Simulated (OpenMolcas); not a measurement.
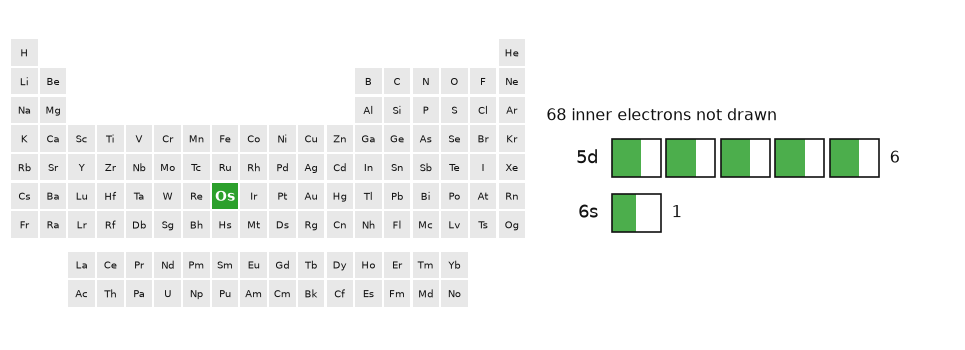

Figure 1. Left, the place of osmium in the periodic table; right, the outer shells of the leading configuration of the lowest level: a box for each of the 2l + 1 orbitals, shaded by the share of the shell that is filled, with the electron count at the right.

# Multiconfigurational calculation: Os⁺ (part 1 of 2)

Os⁺. Computed at this level: state-averaged CASSCF, active space 7 electrons in the shells 5d 6s, basis ANO-RCC-VDZP, DKH2 scalar Hamiltonian, spin-orbit coupling by RASSI with atomic mean-field integrals (OpenMolcas).

Input file:
```
&GATEWAY
Coord
1

Os 0.0 0.0 0.0
Basis=ANO-RCC-VDZP
Group=XYZ
NoMove
AngMom=0.0 0.0 0.0
AMFI
&SEWARD
&RASSCF
FileOrb=start.orb
Symmetry=1
Spin=6
nActEl=7 0 0
Inactive=15 19
Ras2=6 0
CIRoot=6 6 1
SDav=6
CIMx=300
Iter=120 100
PrWF=0.3
OrbListing=Nothing
MaxOrb=0
Atom
>>> COPY $Project.JobIph JOB001
&RASSCF
FileOrb=start.orb
Symmetry=1
Spin=4
nActEl=7 0 0
Inactive=15 19
Ras2=6 0
CIRoot=74 74 1
SDav=84
CIMx=300
Iter=120 100
PrWF=0.3
OrbListing=Nothing
MaxOrb=0
Atom
>>> COPY $Project.JobIph JOB002
&RASSCF
FileOrb=start.orb
Symmetry=1
Spin=2
nActEl=7 0 0
Inactive=15 19
Ras2=6 0
CIRoot=98 98 1
SDav=210
CIMx=300
Iter=120 100
PrWF=0.3
OrbListing=Nothing
MaxOrb=0
Atom
>>> COPY $Project.JobIph JOB003
&RASSI
NrOfJobIphs=3 6 69 98
1 2 3 4 5 6
1 2 3 4 5 6 7 8 9 10 11 12 13 14 15 16 17 18 19 20 21 22 23 24 25 26 27
28 29 30 31 32 33 34 35 36 37 38 39 40 41 42 43 44 45 46 47 48 49 50 51
52 53 54 55 56 57 58 59 60 61 62 63 64 65 66 67 68 69
1 2 3 4 5 6 7 8 9 10 11 12 13 14 15 16 17 18 19 20 21 22 23 24 25 26 27
28 29 30 31 32 33 34 35 36 37 38 39 40 41 42 43 44 45 46 47 48 49 50 51
52 53 54 55 56 57 58 59 60 61 62 63 64 65 66 67 68 69 70 71 72 73 74 75
76 77 78 79 80 81 82 83 84 85 86 87 88 89 90 91 92 93 94 95 96 97 98
IphNames
JOB001
JOB002
JOB003
EJob
SpinOrbit
DIPRint=1.0
SOCoupling=1000.0
Subsets=2
Property=9
'ANGMOM' 1 'ANGMOM' 2 'ANGMOM' 3 'MLTPL  1' 1 'MLTPL  1' 2 'MLTPL  1' 3
'AMFI' 1 'AMFI' 2 'AMFI' 3
SOProperty=3
'ANGMOM' 1 'ANGMOM' 2 'ANGMOM' 3
```

The file start.orb holds starting orbitals from an earlier step. A driver script formed the levels outside the program, from RASSI's spin-orbit matrix and the active-space energies, averaged over the components of each term or state.

Hardware: 1 thread of Intel Xeon (Granite Rapids), 192 GiB of memory available, shared host.

Run as:
```bash
OMP_NUM_THREADS=1 MOLCAS_MEM=1689 MOLCAS_PROJECT=a pymolcas a.inp > a.log  # once for each step of the input, in one work folder
```

The program's output (extracts):
```
--- SEWARD ---
Basis set label: OS.ANO-RCC...7S6P4D2F1G.

      Electronic valence basis set:
      ------------------
      Associated Effective Charge  76.000000 au
      Associated Actual Charge     76.000000 au
      Nuclear Model: Point charge

      Shell  nPrim  nBasis  Cartesian Spherical Contaminant
         s      24       7        X
         p      21       6        X
         d      15       4                 X
         f      11       2                 X
         g       4       1                 X
                  Relativistic Douglas-Kroll-Hess integrals:
                    - DKH order of Hamiltonian: 2
                    - DKH order of Properties : 0
                  Atomic mean-field integrals
--- RASSCF ---
Wave function specifications:
      -----------------------------

      Number of closed shell electrons          68
      Number of electrons in active shells       7
      Max number of holes in RAS1 space          0
      Max nr of electrons in RAS3 space          0
      Number of inactive orbitals               34
      Number of active orbitals                  6
      Number of secondary orbitals              28
      Spin quantum number                      2.5
      State symmetry                             1
Orbital specifications:
      -----------------------

      Symmetry species                           1   2
                                                ag  au
      Frozen orbitals                            0   0
      Inactive orbitals                         15  19
      Active orbitals                            6   0
      RAS1 orbitals                              0   0
      RAS2 orbitals                              6   0
      RAS3 orbitals                              0   0
      Secondary orbitals                        15  13
      Deleted orbitals                           0   0
      Number of basis functions                 36  32
      Number of CSFs                             6
      Number of root(s) required                 6
      Iter CI   SX   CI       RASSCF       Energy    max ROT     max BLB   max BLB  Level Ln srch  Step   QN
          iter iter root      energy       change     param      element    value   shift minimum  type update
 Nr of preliminary CI iterations:   1
      Total energies have been shifted. Add               -17000.00 au
        1   1    2    0  -237.32794438    0.00E+00  -1.97E-08   17  23 2 -1.65E-07   0.03   0.00    SX    NO
        2   1    1    0  -237.32794438   -1.82E-11   0.00E+00   13  27 2 -1.65E-08   0.03   0.00    SX    NO
        3   1    1    0  -237.32794438    0.00E+00   0.00E+00   13  27 2 -1.65E-08   0.03   0.00    SX    NO
        4   1    1    0  -237.32794438   -7.28E-12   0.00E+00   13  27 2 -1.65E-08   0.03   0.00    SX    NO
      Convergence after  4 iterations
        5   1    1    0  -237.32794438    1.46E-11   0.00E+00   13  27 2 -1.65E-08   0.03   0.00    SX    NO
      Natural orbitals and occupation numbers for root  1
      sym 1:   1.000000   1.000000   1.000000   2.000000   1.000000   1.000000
      Natural orbitals and occupation numbers for root  2
      sym 1:   1.000000   2.000000   1.000000   1.000000   1.000000   1.000000
      Natural orbitals and occupation numbers for root  3
      sym 1:   1.000000   1.000000   1.000000   1.000000   2.000000   1.000000
::    RASSCF root number  1 Total energy: -17237.33764140
::    RASSCF root number  2 Total energy: -17237.33764140
::    RASSCF root number  3 Total energy: -17237.33764140
::    RASSCF root number  4 Total energy: -17237.33764140
::    RASSCF root number  5 Total energy: -17237.33764140
::    RASSCF root number  6 Total energy: -17237.27945927
--- RASSCF ---
Wave function specifications:
      -----------------------------

      Number of closed shell electrons          68
      Number of electrons in active shells       7
      Max number of holes in RAS1 space          0
      Max nr of electrons in RAS3 space          0
      Number of inactive orbitals               34
      Number of active orbitals                  6
      Number of secondary orbitals              28
      Spin quantum number                      1.5
      State symmetry                             1
Orbital specifications:
      -----------------------

      Symmetry species                           1   2
                                                ag  au
      Frozen orbitals                            0   0
      Inactive orbitals                         15  19
      Active orbitals                            6   0
      RAS1 orbitals                              0   0
      RAS2 orbitals                              6   0
      RAS3 orbitals                              0   0
      Secondary orbitals                        15  13
      Deleted orbitals                           0   0
      Number of basis functions                 36  32
      Number of CSFs                            84
      Number of root(s) required                74
      Iter CI   SX   CI       RASSCF       Energy    max ROT     max BLB   max BLB  Level Ln srch  Step   QN
          iter iter root      energy       change     param      element    value   shift minimum  type update
 Nr of preliminary CI iterations:   1
      Total energies have been shifted. Add               -17000.00 au
        1   1    5    0  -237.21237244    0.00E+00   9.52E-03   15  21 1 -2.15E-02*  0.03   0.00    SX    NO
        2   1    5    0  -237.21285271   -4.80E-04*  4.24E-03   17  23 2 -1.19E-02*  0.02   0.00    SX    NO
        3   1    5    0  -237.21289588   -4.32E-05* -2.95E-03   13  27 2 -1.20E-02*  0.02   0.00    SX    NO
        4   1    5    0  -237.21292335   -2.75E-05* -2.49E-03   13  27 2  1.09E-02*  0.02   0.00    SX    NO
        5   1    5    0  -237.21294527   -2.19E-05* -1.16E-03   13  27 2 -9.69E-03*  0.02   0.53    LS   YES
        6   1    4    0  -237.21302098   -7.57E-05*  1.59E-05   17  20 2  8.78E-05   0.02   1.00    QN   YES
        7   1    3    0  -237.21302098    2.39E-09  -3.24E-06   17  23 2  9.86E-05   0.02   0.33    QN   YES
      Convergence after  7 iterations
        8   1    3    0  -237.21302099   -3.61E-09  -3.24E-06   17  23 2  6.84E-05   0.02   0.33    QN   YES
      Natural orbitals and occupation numbers for root  1
      sym 1:   1.632479   1.193417   1.185558   1.626991   1.071232   0.290324
      Natural orbitals and occupation numbers for root  2
      sym 1:   1.231854   1.257383   1.594721   1.062289   1.569520   0.284233
      Natural orbitals and occupation numbers for root  3
      sym 1:   1.315092   1.463723   1.499917   1.087763   1.356468   0.277036
::    RASSCF root number  1 Total energy: -17237.28084474
::    RASSCF root number  2 Total energy: -17237.28084474
::    RASSCF root number  3 Total energy: -17237.28084474
::    RASSCF root number  4 Total energy: -17237.28084474
::    RASSCF root number  5 Total energy: -17237.28084474
::    RASSCF root number  6 Total energy: -17237.28084474
::    RASSCF root number  7 Total energy: -17237.28084474
::    RASSCF root number  8 Total energy: -17237.27925978
::    RASSCF root number  9 Total energy: -17237.27925978
::    RASSCF root number 10 Total energy: -17237.27925978
::    RASSCF root number 11 Total energy: -17237.25337363
::    RASSCF root number 12 Total energy: -17237.25337363
::    RASSCF root number 13 Total energy: -17237.25337363
::    RASSCF root number 14 Total energy: -17237.25337363
::    RASSCF root number 15 Total energy: -17237.25337363
::    RASSCF root number 16 Total energy: -17237.25038147
::    RASSCF root number 17 Total energy: -17237.25038147
::    RASSCF root number 18 Total energy: -17237.25038147
::    RASSCF root number 19 Total energy: -17237.25038147
::    RASSCF root number 20 Total energy: -17237.25038147
::    RASSCF root number 21 Total energy: -17237.25038147
::    RASSCF root number 22 Total energy: -17237.25038147
::    RASSCF root number 23 Total energy: -17237.25038147
::    RASSCF root number 24 Total energy: -17237.25038147
::    RASSCF root number 25 Total energy: -17237.25038147
::    RASSCF root number 26 Total energy: -17237.25038147
::    RASSCF root number 27 Total energy: -17237.24040355
::    RASSCF root number 28 Total energy: -17237.24040355
::    RASSCF root number 29 Total energy: -17237.24040355
::    RASSCF root number 30 Total energy: -17237.24040355
--- RASSCF ---
Wave function specifications:
      -----------------------------

      Number of closed shell electrons          68
      Number of electrons in active shells       7
      Max number of holes in RAS1 space          0
      Max nr of electrons in RAS3 space          0
      Number of inactive orbitals               34
      Number of active orbitals                  6
      Number of secondary orbitals              28
      Spin quantum number                      0.5
      State symmetry                             1
Orbital specifications:
      -----------------------

      Symmetry species                           1   2
                                                ag  au
      Frozen orbitals                            0   0
      Inactive orbitals                         15  19
      Active orbitals                            6   0
      RAS1 orbitals                              0   0
      RAS2 orbitals                              6   0
      RAS3 orbitals                              0   0
      Secondary orbitals                        15  13
      Deleted orbitals                           0   0
      Number of basis functions                 36  32
      Number of CSFs                           210
      Number of root(s) required                98
      Iter CI   SX   CI       RASSCF       Energy    max ROT     max BLB   max BLB  Level Ln srch  Step   QN
          iter iter root      energy       change     param      element    value   shift minimum  type update
 Nr of preliminary CI iterations:   1
      Total energies have been shifted. Add               -17000.00 au
        1   1    5    0  -237.19482737    0.00E+00   2.23E-02   17  23 2  2.73E-02*  0.06   0.00    SX    NO
        2   1    5    0  -237.19635163   -1.52E-03* -8.88E-03   13  27 2  3.01E-02*  0.05   0.00    SX    NO
        3   1    5    0  -237.19653693   -1.85E-04* -6.73E-03   13  27 2 -2.95E-02*  0.05   0.00    SX    NO
        4   1    5    0  -237.19670210   -1.65E-04* -5.78E-03   13  27 2  2.65E-02*  0.05   0.00    SX    NO
        5   1    5    0  -237.19682766   -1.26E-04* -2.67E-03   13  27 2 -2.31E-02*  0.05   0.53    LS   YES
        6   1    4    0  -237.19723682   -4.09E-04* -1.20E-04   17  20 2  2.50E-04*  0.05   1.00    QN   YES
        7   1    4    0  -237.19723674    7.42E-08* -6.32E-05   17  23 2  4.26E-04*  0.05   0.25    LS   YES
        8   1    4    0  -237.19723680   -5.91E-08* -3.67E-05   17  23 2  3.34E-04*  0.05   1.82    QN   YES
        9   1    3    0  -237.19723689   -8.55E-08* -2.53E-05    9  23 2 -1.62E-05   0.05   1.01    QN   YES
       10   1    3    0  -237.19723689   -3.64E-10   7.32E-06   17  23 2  4.60E-06   0.05   1.11    QN   YES
      Convergence after 10 iterations
       11   1    3    0  -237.19723689   -4.73E-11   7.32E-06    9  23 2  1.28E-06   0.05   1.11    QN   YES
      Natural orbitals and occupation numbers for root  1
      sym 1:   1.313662   1.245737   1.524782   1.191167   1.270448   0.454204
      Natural orbitals and occupation numbers for root  2
      sym 1:   1.207988   1.283618   1.217029   1.548203   1.282335   0.460827
      Natural orbitals and occupation numbers for root  3
      sym 1:   1.533581   1.275853   1.302582   1.236763   1.194737   0.456485
::    RASSCF root number  1 Total energy: -17237.24110035
::    RASSCF root number  2 Total energy: -17237.24110035
::    RASSCF root number  3 Total energy: -17237.24110035
::    RASSCF root number  4 Total energy: -17237.24110035
::    RASSCF root number  5 Total energy: -17237.24110035
::    RASSCF root number  6 Total energy: -17237.24033346
::    RASSCF root number  7 Total energy: -17237.24033346
::    RASSCF root number  8 Total energy: -17237.24033346
::    RASSCF root number  9 Total energy: -17237.24033346
::    RASSCF root number 10 Total energy: -17237.24033346
::    RASSCF root number 11 Total energy: -17237.24033346
::    RASSCF root number 12 Total energy: -17237.24033346
::    RASSCF root number 13 Total energy: -17237.24033346
::    RASSCF root number 14 Total energy: -17237.24033346
::    RASSCF root number 15 Total energy: -17237.22822823
::    RASSCF root number 16 Total energy: -17237.22822823
::    RASSCF root number 17 Total energy: -17237.22822823
::    RASSCF root number 18 Total energy: -17237.22175446
::    RASSCF root number 19 Total energy: -17237.22175446
::    RASSCF root number 20 Total energy: -17237.22175446
::    RASSCF root number 21 Total energy: -17237.22175446
::    RASSCF root number 22 Total energy: -17237.22175446
::    RASSCF root number 23 Total energy: -17237.22175446
::    RASSCF root number 24 Total energy: -17237.22175446
::    RASSCF root number 25 Total energy: -17237.22035986
::    RASSCF root number 26 Total energy: -17237.22035986
::    RASSCF root number 27 Total energy: -17237.22035986
::    RASSCF root number 28 Total energy: -17237.22035986
::    RASSCF root number 29 Total energy: -17237.22035986
::    RASSCF root number 30 Total energy: -17237.22035986
```

(Continued in part 2.) Outcome of the run: converged.
